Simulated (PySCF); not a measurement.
# C7H8O: excited states, first hyperpolarisability

What do calculations give for the excited states, first hyperpolarisability of C7H8O (`Cc1ccccc1O`)?

Programs: PySCF 2.14.0, with routines of our own; each step states its level. All values are computed. Atoms count from 0.

## 1. The starting structure

16 atoms, charge 0, multiplicity 1; geometry from: GFN2-xTB.

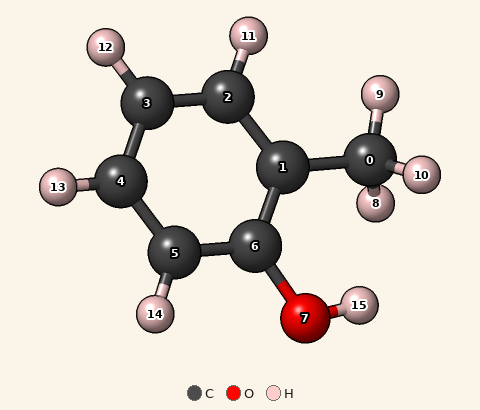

The starting geometry (carbon dark grey, oxygen red, hydrogen pink).

## 2. Geometry optimisation at PBE0-D3(BJ)/def2-SVP

The job: settings as JSON, then the geometry in Å.

```
{"job": {"xc": "PBE0", "basis": "def2-SVP", "d3": "d3bj", "grid": 2, "kind": "geom"}, "charge": 0, "multiplicity": 1}
C     -1.941047    -0.705470    -0.478954
C     -0.523662    -0.306826    -0.171393
C      0.526400    -1.190578    -0.370486
C      1.833237    -0.832157    -0.091420
C      2.107101     0.433589     0.396759
C      1.077868     1.331312     0.603187
C     -0.234347     0.968917     0.322404
O     -1.207992     1.896304     0.547363
H     -2.374976    -0.058665    -1.243977
H     -1.969607    -1.726163    -0.850245
H     -2.567455    -0.655982     0.413838
H      0.312451    -2.178657    -0.752409
H      2.633323    -1.538454    -0.254189
H      3.123266     0.723784     0.618081
H      1.265404     2.323434     0.982595
H     -2.067564     1.524556     0.317435
```

Command:

```console
$ OMP_NUM_THREADS=1 python excited_run.py task.json out
```

The driver reads the jobs from task.json and runs them one after another.

The program printed:

```text
step   0  E = -346.14798638  max force = 0.011254
step   1  E = -346.14944736  max force = 0.001622
step   2  E = -346.14945881  max force = 0.000507
step   3  E = -346.14945556  max force = 0.001003
step   4  E = -346.14946038  max force = 0.000220
optimisation converged
```

It took 77 s on 1 thread of Arm Neoverse N1, shared host; peak memory 0.73 GiB.

The steps of the relaxation:

```csv
step,energy from step 0 (eV),largest force component (eV/Å)
0,0.0000,0.5787
1,-0.0398,0.0834
2,-0.0401,0.0261
3,-0.0400,0.0516
4,-0.0401,0.0113
```

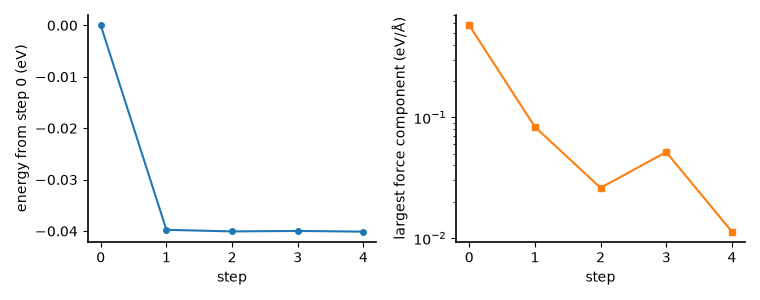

Energy and largest force along the relaxation.

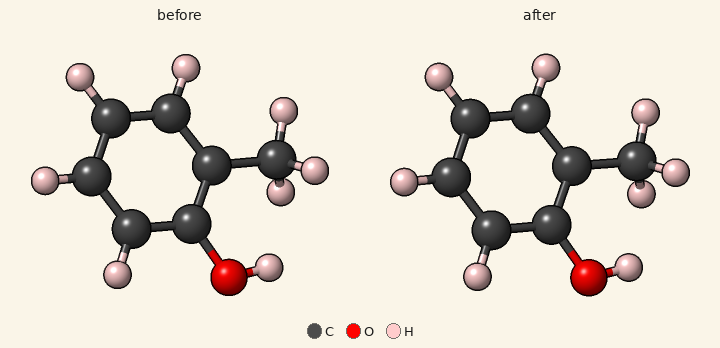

The geometry before (left) and after (right).

Close pairs (by a distance rule), those that changed most:

```csv
bond,before (Å),after (Å),change (Å)
C5–H14,1.079,1.092,+0.013
C0–H10,1.092,1.105,+0.013
C0–H8,1.092,1.105,+0.013
C2–H11,1.081,1.094,+0.013
C4–H13,1.080,1.093,+0.013
C3–H12,1.080,1.092,+0.012
C0–H9,1.087,1.098,+0.012
C6–O7,1.363,1.352,-0.011
```

The next job starts from the end point, and lists it.

```csv
at the end point,value
point group (found at 0.08 Å tolerance),Cs
"rotational constants (GHz, main isotopes)","3.282, 2.203, 1.329"
dipole moment (D),1.75
```

## 3. Excited states: TDA CAM-B3LYP/def2-TZVP

The job: settings as JSON, then the geometry in Å.

```
{"job": {"kind": "states", "xc": "CAM-B3LYP", "basis": "def2-TZVP", "tda": true, "soc": true, "nstates": 6, "ntriplets": 5, "nquad": 4}, "charge": 0, "multiplicity": 1}
C     -1.871100    -0.966917    -0.635862
C     -0.450000    -0.589700    -0.333717
C      0.611329    -1.477422    -0.527275
C      1.926800    -1.117453    -0.243081
C      2.193388     0.160494     0.246924
C      1.155812     1.064469     0.448873
C     -0.159793     0.694954     0.161121
O     -1.131591     1.610049     0.374836
H     -2.317958    -0.312521    -1.405610
H     -1.935789    -1.996109    -1.013408
H     -2.513181    -0.911828     0.261436
H      0.392746    -2.477618    -0.911827
H      2.737874    -1.830500    -0.403408
H      3.219257     0.459246     0.475142
H      1.339481     2.070227     0.831438
H     -1.984121     1.230085     0.139147
```

Method: TDA CAM-B3LYP/def2-TZVP excited states, vertical, gas phase, spin-orbit mean-field couplings.

The program printed:

```text
coarse grid: 13648 points
cycle   1  E = -346.6643516902  dE =  1.545e+00  |g| = 6.312e-01  |ddm| = 3.832e+00
cycle   2  E = -346.6571304211  dE =  7.221e-03  |g| = 7.184e-01  |ddm| = 2.259e+00
cycle   3  E = -346.7429710949  dE = -8.584e-02  |g| = 8.280e-02  |ddm| = 1.605e+00
cycle   4  E = -346.7441012820  dE = -1.130e-03  |g| = 3.734e-02  |ddm| = 1.388e-01
cycle   5  E = -346.7444272686  dE = -3.260e-04  |g| = 6.875e-03  |ddm| = 4.109e-02
cycle   6  E = -346.7444365518  dE = -9.283e-06  |g| = 2.947e-03  |ddm| = 1.038e-02
final grid: 132640 points
cycle   7  E = -346.7356911935  dE = -4.553e-05  |g| = 4.972e-03  |ddm| = 8.717e-02
cycle   8  E = -346.7356891524  dE =  2.041e-06  |g| = 5.638e-03  |ddm| = 9.874e-03
cycle   9  E = -346.7356971877  dE = -8.035e-06  |g| = 7.048e-04  |ddm| = 4.899e-03
cycle  10  E = -346.7356972969  dE = -1.092e-07  |g| = 2.436e-04  |ddm| = 1.262e-03
cycle  11  E = -346.7356973103  dE = -1.346e-08  |g| = 5.682e-05  |ddm| = 5.027e-04
cycle  12  E = -346.7356973110  dE = -6.596e-10  |g| = 2.254e-05  |ddm| = 9.648e-05
converged SCF energy = -346.7356973110

Singlet excitations
state   eV       nm        f     d(h-e)  d(exc)  Lambda  PR(NTO)  |dmu|/D   mu/D   main configurations
  1   5.2667   235.4   0.03558   0.229   2.761   0.676   1.731    0.519    1.894   H->L 0.70, H-1->L+1 0.29
  2   6.1410   201.9   0.01837   0.282   2.798   0.841   1.943    0.847    2.052   H->L+1 0.62, H-1->L 0.35
  3   6.3106   196.5   0.00147   2.379   3.763   0.284   1.010    8.870    7.849   H->L+2 0.93
  4   7.2477   171.1   0.00236   1.607   3.828   0.313   1.038    6.057    6.607   H->L+3 0.93
  5   7.3437   168.8   0.70621   0.299   2.839   0.707   1.986                     H-1->L+1 0.47, H->L 0.19, H-1->L 0.17
  6   7.3818   168.0   0.00034   2.794   4.146   0.226   1.050                     H-1->L+2 0.94

Triplet excitations (Tamm-Dancoff)
state   eV     d(h-e)  d(exc)  Lambda  PR(NTO)   main configurations
  1   3.9934   0.068   2.498   0.835   1.893   H->L+1 0.63, H-1->L 0.31
  2   4.2968   0.315   2.739   0.680   1.045   H->L 0.97
  3   4.6708   0.141   2.683   0.866   1.815   H-1->L 0.66, H->L+1 0.33
  4   5.3812   0.087   2.666   0.666   1.051   H-1->L+1 0.96
  5   6.1454   2.239   3.646   0.287   1.019   H->L+2 0.89
S1 - T1 = 1.2733 eV

Spin-orbit couplings |<S|Hso|T>| (cm-1)
             T1       T2       T3       T4       T5
S0        0.015    0.057    0.016    0.027   16.684
S1        0.018    0.000    0.020    0.000    0.506
S2        0.008    0.024    0.005    0.006    4.981
S3        4.451    0.433    2.985    0.507    0.208
S4        2.073    0.470    1.451    0.521    1.348
S5        0.020    0.035    0.084    0.033    3.959
S6        0.765    0.967    0.512    4.388    0.310
T1 sublevels (cm-1): 0.000 0.000 0.000   radiative rates (1/s): 0.00309 0.000588 0.256
```

Run time: 2.1 min. Hardware: 1 thread of Arm Neoverse N1, shared host; peak memory 1.2 GiB.

From this job:

```csv
quantity,value
S1 less T1,1.27 eV
```

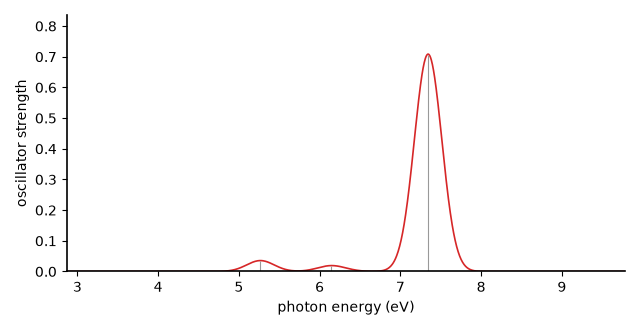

Absorption lines of the singlets. Lines are broadened to a width of 0.40 eV (Gaussian).

Orbitals, density, ELF and potential are computed afterwards from the orbital file.

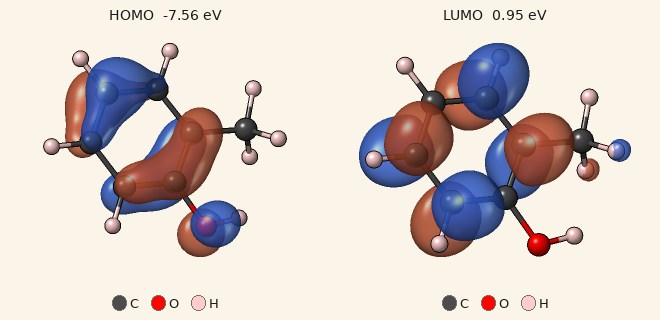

Frontier orbitals at CAM-B3LYP/def2-TZVP; each surface holds 70 % of the orbital's density, blue and red mark the sign.

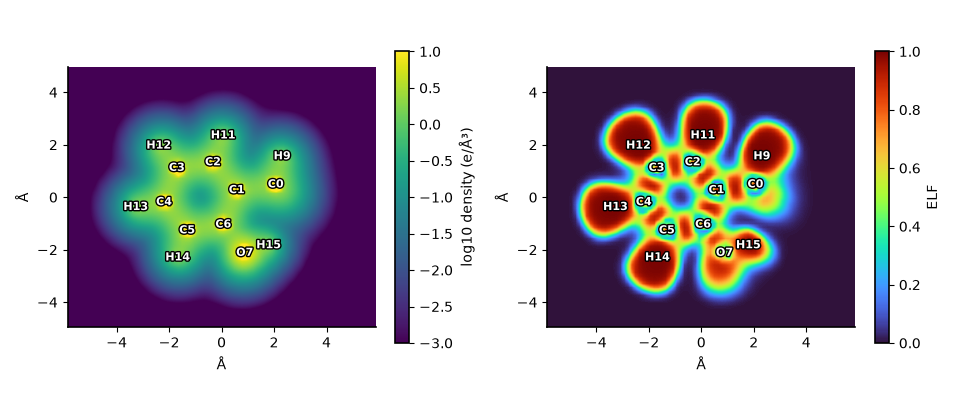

Density (left) and ELF (right) in a plane through or near 14 of the atoms.

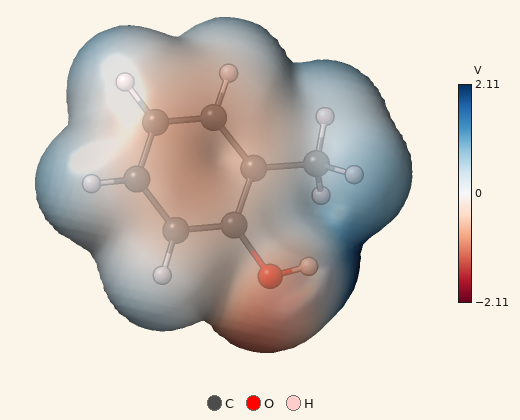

The potential that a unit positive charge feels on the 0.002 e/bohr³ surface, from the 1st to the 99th percentile, from -1.19 V near O7 to 2.11 V near H15.

## 4. Excited states: TDDFT CAM-B3LYP/aug-cc-pVDZ

Settings changed since step 3:

```diff
@@ -1,2 +1,2 @@
-{"job": {"kind": "states", "xc": "CAM-B3LYP", "basis": "def2-TZVP", "tda": true, "soc": true, "nstates": 6, "ntriplets": 5, "nquad": 4}, "charge": 0, "multiplicity": 1}
+{"job": {"kind": "states", "xc": "CAM-B3LYP", "basis": "aug-cc-pVDZ", "tpa": true, "nstates": 8, "nquad": 6, "ntriplets": 0}, "charge": 0, "multiplicity": 1}
 C     -1.871100    -0.966917    -0.635862
```

Method: TDDFT CAM-B3LYP/aug-cc-pVDZ excited states, vertical, gas phase, two-photon moments by quadratic response.

The program printed:

```text
coarse grid: 13648 points
cycle   1  E = -346.5469072039  dE =  1.594e+00  |g| = 5.822e-01  |ddm| = 5.077e+01
cycle   2  E = -346.5412210002  dE =  5.686e-03  |g| = 6.609e-01  |ddm| = 5.442e+00
cycle   3  E = -346.6196438224  dE = -7.842e-02  |g| = 7.660e-02  |ddm| = 2.620e+00
cycle   4  E = -346.6207007912  dE = -1.057e-03  |g| = 3.323e-02  |ddm| = 5.513e-01
cycle   5  E = -346.6209744722  dE = -2.737e-04  |g| = 6.736e-03  |ddm| = 3.588e-01
cycle   6  E = -346.6209841688  dE = -9.697e-06  |g| = 2.684e-03  |ddm| = 5.742e-02
final grid: 132640 points
cycle   7  E = -346.6425222919  dE = -2.226e-05  |g| = 4.215e-03  |ddm| = 6.495e-01
cycle   8  E = -346.6425206280  dE =  1.664e-06  |g| = 4.948e-03  |ddm| = 7.578e-02
cycle   9  E = -346.6425271736  dE = -6.546e-06  |g| = 5.343e-04  |ddm| = 2.895e-02
cycle  10  E = -346.6425272435  dE = -6.988e-08  |g| = 1.511e-04  |ddm| = 4.369e-03
cycle  11  E = -346.6425272499  dE = -6.396e-09  |g| = 5.022e-05  |ddm| = 1.428e-03
cycle  12  E = -346.6425272505  dE = -5.837e-10  |g| = 1.696e-05  |ddm| = 3.539e-04
converged SCF energy = -346.6425272505

Singlet excitations
state   eV       nm        f     d(h-e)  d(exc)  Lambda  PR(NTO)  |dmu|/D   mu/D   delta(TPA)   sigma/GM   main configurations
  1   5.1357   241.4   0.03959   0.231   2.847   0.589   1.677    0.644    1.882        5.23      0.051   H->L+3 0.65, H-1->L+6 0.12, H-1->L+7 0.09
  2   5.4653   226.9   0.00376   2.250   4.513   0.204   1.016    9.170    8.207       29.09      0.318   H->L 0.85
  3   5.8660   211.4   0.01965   0.310   2.897   0.671   1.941    0.979    2.197       26.10      0.329   H->L+6 0.38, H->L+7 0.30, H-1->L+3 0.26
  4   5.9212   209.4   0.00343   1.692   4.877   0.198   1.029    7.256    7.968       95.90      1.232   H->L+1 0.91
  5   6.2495   198.4   0.00246   0.512   4.962   0.160   1.736    1.825    1.168        0.31      0.005   H->L+2 0.63, H-1->L 0.24
  6   6.3500   195.3   0.00001   0.957   4.937   0.172   1.724    3.459    1.725       60.69      0.897   H-1->L 0.54, H->L+2 0.26, H-1->L+1 0.09
  7   6.5728   188.6   0.11320   1.876   4.632   0.603   1.476                                            H->L+6 0.32, H->L+3 0.26, H->L+7 0.14
  8   6.6606   186.1   0.00555   0.477   4.936   0.178   1.494                                            H-1->L+1 0.61, H->L+4 0.15, H-1->L 0.08
```

Wall time 1.9 min (1 thread of Arm Neoverse N1, shared host); peak memory 1.1 GiB.

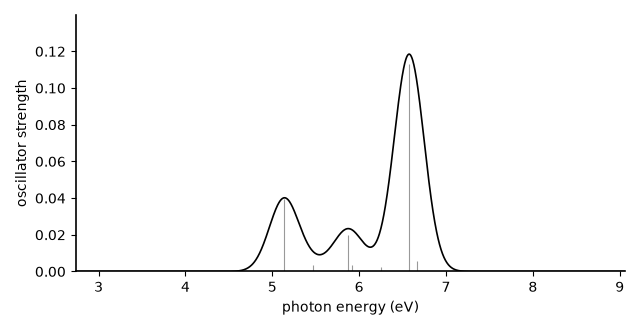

Absorption lines of the singlets. Lines are broadened to a width of 0.40 eV (Gaussian).

## 5. First hyperpolarisability: quadratic response CAM-B3LYP/aug-cc-pVDZ

Settings changed since step 4:

```diff
@@ -1,2 +1,2 @@
-{"job": {"kind": "states", "xc": "CAM-B3LYP", "basis": "aug-cc-pVDZ", "tpa": true, "nstates": 8, "nquad": 6, "ntriplets": 0}, "charge": 0, "multiplicity": 1}
+{"job": {"kind": "beta", "xc": "CAM-B3LYP", "basis": "aug-cc-pVDZ"}, "charge": 0, "multiplicity": 1}
 C     -1.871100    -0.966917    -0.635862
```

Level: quadratic response CAM-B3LYP/aug-cc-pVDZ first hyperpolarisability, Taylor convention, gas phase.

The program printed:

```text
coarse grid: 13648 points
cycle   1  E = -346.5469072039  dE =  1.594e+00  |g| = 5.822e-01  |ddm| = 5.077e+01
cycle   2  E = -346.5412210002  dE =  5.686e-03  |g| = 6.609e-01  |ddm| = 5.442e+00
cycle   3  E = -346.6196438224  dE = -7.842e-02  |g| = 7.660e-02  |ddm| = 2.620e+00
cycle   4  E = -346.6207007912  dE = -1.057e-03  |g| = 3.323e-02  |ddm| = 5.513e-01
cycle   5  E = -346.6209744722  dE = -2.737e-04  |g| = 6.736e-03  |ddm| = 3.588e-01
cycle   6  E = -346.6209841688  dE = -9.697e-06  |g| = 2.684e-03  |ddm| = 5.742e-02
final grid: 132640 points
cycle   7  E = -346.6425222919  dE = -2.226e-05  |g| = 4.215e-03  |ddm| = 6.495e-01
cycle   8  E = -346.6425206280  dE =  1.664e-06  |g| = 4.948e-03  |ddm| = 7.578e-02
cycle   9  E = -346.6425271736  dE = -6.546e-06  |g| = 5.343e-04  |ddm| = 2.895e-02
cycle  10  E = -346.6425272435  dE = -6.988e-08  |g| = 1.511e-04  |ddm| = 4.369e-03
cycle  11  E = -346.6425272499  dE = -6.396e-09  |g| = 5.022e-05  |ddm| = 1.428e-03
cycle  12  E = -346.6425272505  dE = -5.837e-10  |g| = 1.696e-05  |ddm| = 3.539e-04
converged SCF energy = -346.6425272505

Lowest singlets (eV, f): 5.1357 0.0396  5.4653 0.0038  5.8660 0.0197

First hyperpolarisability (au)
process     nm      |vector|   parallel      HRS      DR
static         -      249.72      21.83      95.53   6.896
shg       1907.0      263.04      23.16     100.43   6.982
eope      1907.0      254.03      22.26          -       -
shg       1064.0      297.20      26.48     112.95   7.215
eope      1064.0      264.02      23.26          -       -
```

Wall time 93 s (1 thread of Arm Neoverse N1, shared host); peak memory 1.1 GiB.

## 6. Excited states: TDA CAM-B3LYP/def2-TZVP in cyclohexane

Settings changed since step 5:

```diff
@@ -1,2 +1,2 @@
-{"job": {"kind": "beta", "xc": "CAM-B3LYP", "basis": "aug-cc-pVDZ"}, "charge": 0, "multiplicity": 1}
+{"job": {"kind": "states", "xc": "CAM-B3LYP", "basis": "def2-TZVP", "tda": true, "soc": true, "nstates": 6, "ntriplets": 5, "nquad": 4, "solvent": "cyclohexane"}, "charge": 0, "multiplicity": 1}
 C     -1.871100    -0.966917    -0.635862
```

Level: TDA CAM-B3LYP/def2-TZVP excited states, vertical, IEF-PCM cyclohexane (non-equilibrium response), spin-orbit mean-field couplings.

The program printed:

```text
coarse grid: 13648 points
cycle   1  E = -346.6703950348  dE =  1.540e+00  |g| = 6.242e-01  |ddm| = 3.824e+00
cycle   2  E = -346.6646745967  dE =  5.720e-03  |g| = 7.049e-01  |ddm| = 2.422e+00
cycle   3  E = -346.7466445215  dE = -8.197e-02  |g| = 7.994e-02  |ddm| = 1.706e+00
cycle   4  E = -346.7477090325  dE = -1.065e-03  |g| = 3.506e-02  |ddm| = 1.361e-01
cycle   5  E = -346.7479960645  dE = -2.870e-04  |g| = 6.263e-03  |ddm| = 3.707e-02
cycle   6  E = -346.7480037905  dE = -7.726e-06  |g| = 2.480e-03  |ddm| = 1.128e-02
final grid: 132640 points
cycle   7  E = -346.7392326673  dE = -4.651e-05  |g| = 4.427e-03  |ddm| = 8.719e-02
cycle   8  E = -346.7392324471  dE =  2.202e-07  |g| = 4.464e-03  |ddm| = 8.851e-03
cycle   9  E = -346.7392373136  dE = -4.867e-06  |g| = 6.270e-04  |ddm| = 3.982e-03
cycle  10  E = -346.7392373971  dE = -8.348e-08  |g| = 2.364e-04  |ddm| = 1.194e-03
cycle  11  E = -346.7392374101  dE = -1.306e-08  |g| = 4.915e-05  |ddm| = 5.618e-04
cycle  12  E = -346.7392374107  dE = -5.425e-10  |g| = 1.942e-05  |ddm| = 7.922e-05
converged SCF energy = -346.7392374107

Singlet excitations
state   eV       nm        f     d(h-e)  d(exc)  Lambda  PR(NTO)  |dmu|/D   mu/D   main configurations
  1   5.2496   236.2   0.05231   0.242   2.765   0.678   1.668    0.634    2.208   H->L 0.72, H-1->L+1 0.26
  2   6.0932   203.5   0.02920   0.303   2.797   0.839   1.892    1.067    2.460   H->L+1 0.65, H-1->L 0.32
  3   6.4901   191.0   0.00130   2.295   3.730   0.294   1.011    9.603    8.422   H->L+2 0.92
  4   7.1021   174.6   0.85129   0.238   2.805   0.734   1.880    0.690    2.077   H-1->L+1 0.41, H-1->L 0.25, H->L 0.14
  5   7.1509   173.4   1.20260   0.270   2.808   0.772   1.966                     H-1->L 0.37, H-1->L+1 0.27, H->L+1 0.18
  6   7.3405   168.9   0.00296   1.618   3.816   0.317   1.028                     H->L+3 0.94

Triplet excitations (Tamm-Dancoff)
state   eV     d(h-e)  d(exc)  Lambda  PR(NTO)   main configurations
  1   3.9999   0.072   2.501   0.835   1.891   H->L+1 0.63, H-1->L 0.31
  2   4.3058   0.320   2.740   0.680   1.045   H->L 0.96
  3   4.6755   0.141   2.684   0.865   1.812   H-1->L 0.66, H->L+1 0.33
  4   5.3763   0.095   2.667   0.670   1.051   H-1->L+1 0.96
  5   6.3299   2.158   3.616   0.296   1.021   H->L+2 0.88
S1 - T1 = 1.2497 eV

Spin-orbit couplings |<S|Hso|T>| (cm-1)
             T1       T2       T3       T4       T5
S0        0.015    0.056    0.019    0.027   15.822
S1        0.016    0.000    0.022    0.000    0.500
S2        0.006    0.025    0.003    0.003    4.693
S3        4.161    0.452    2.786    0.516    0.222
S4        0.017    0.044    0.074    0.039    3.392
S5        0.004    0.059    0.060    0.049    2.591
S6        2.037    0.601    1.399    0.387    1.366
T1 sublevels (cm-1): 0.000 0.000 0.000   radiative rates (1/s): 0.00186 0.000672 0.209
```

It took 1.9 min on 1 thread of Arm Neoverse N1, shared host; peak memory 1.3 GiB.

From this job:

```csv
quantity,value
S1 less T1,1.25 eV
```

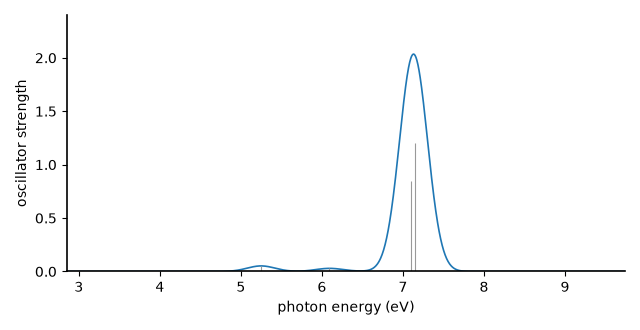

Absorption lines of the singlets. Lines are broadened to a width of 0.40 eV (Gaussian).

## 7. What came out

| quantity | value |
| --- | --- |
| point group | Cs |
| rotational constants (main isotopes) | 3.28, 2.20, 1.33 GHz |
| S1 less T1 (step 3, TDA CAM-B3LYP/def2-TZVP) | 1.27 eV |
| surface potential, 1st and 99th percentile | -1.19 V and 2.11 V |
| β vector (step 5, quadratic response CAM-B3LYP/aug-cc-pVDZ) | static 250, SHG 1907.0 nm 263, SHG 1064.0 nm 297 au |
| S1 less T1 (step 6, TDA CAM-B3LYP/def2-TZVP in cyclohexane) | 1.25 eV |

**Reading.** The optimisation took 4 steps and gained 0.040 eV; among the close pairs (by a distance rule), C5–H14 changed most, from 1.079 to 1.092 Å. In step 3, the number of triplets below S1 is 3, and the largest singlet-triplet spin-orbit coupling is S0–T5, 16.68 cm⁻¹. β grows from 250 au (static) to 297 au for doubling at 1064.0 nm: normal dispersion, which grows as twice the photon energy moves toward the bright states. In step 6, the number of triplets below S1 is 3, and the largest singlet-triplet spin-orbit coupling is S0–T5, 15.82 cm⁻¹.
